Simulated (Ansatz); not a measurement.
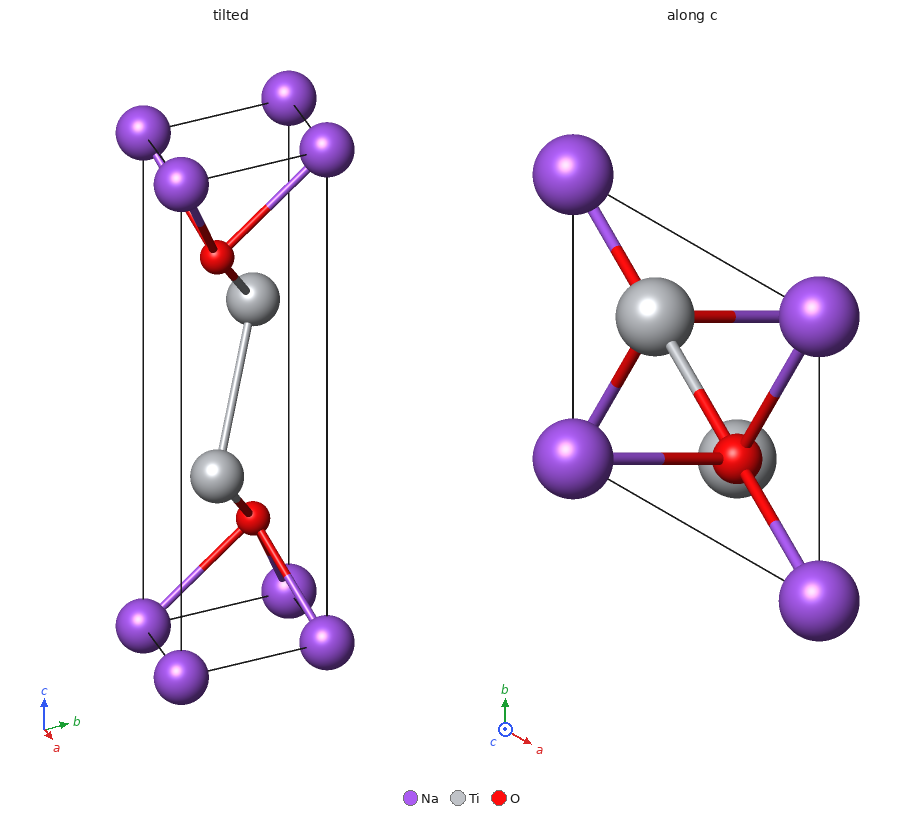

The figure gives a ball-and-stick picture of the atoms, viewed slightly off an axis and along the c axis. One conventional unit cell is outlined, and atoms on its boundary appear in each equivalent place.

NaTi2O2, CaAl₂Si₂ type, space group P-3m1 (No. 164), a = 2.992 Å, b = 2.992 Å, c = 7.898 Å, α = 90.00°, β = 90.00°, γ = 120.00°. Origin of the cell: a structure type filled with these elements by a generator (whether the compound takes this form wasn't checked). Earlier steps of the study, as a rule a relaxation of our own, may have changed the cell and positions, so they can lie some per cent off the listed ones. It was the input of a calculation with Ansatz.

This one geometry was computed with Ansatz (DFT, plane waves, PAW) at three levels of theory: r2SCAN, PBE+U (U_eff = 4.00 eV on Ti d) and PBE.

Q: Which level gives the highest pressure at this volume, and what does that say about its equilibrium volume?

A: Highest: PBE+U (U_eff = 4.00 eV on Ti d) (3.3 GPa), which points to the largest equilibrium volume. Lowest, with the smallest volume: r2SCAN (-3.2 GPa). Levels within 0.5 GPa of each other can't be told apart.

Q: How does the band gap change with the level of theory?

A: All levels give a metal.

Q: Collect the results in a table.

A:
| level | cutoff (eV) | k-mesh of the run's cell | gap (eV) | pressure (GPa) |
| --- | --- | --- | --- | --- |
| r2SCAN | 500 | 12×12×6 | metal | -3.2 |
| PBE+U (U_eff = 4.00 eV on Ti d) | 420 | 12×12×6 | metal | 3.3 |
| PBE | 420 | 12×12×6 | metal | 0.0 |

Gaps are taken on the k-mesh or band path of each run.
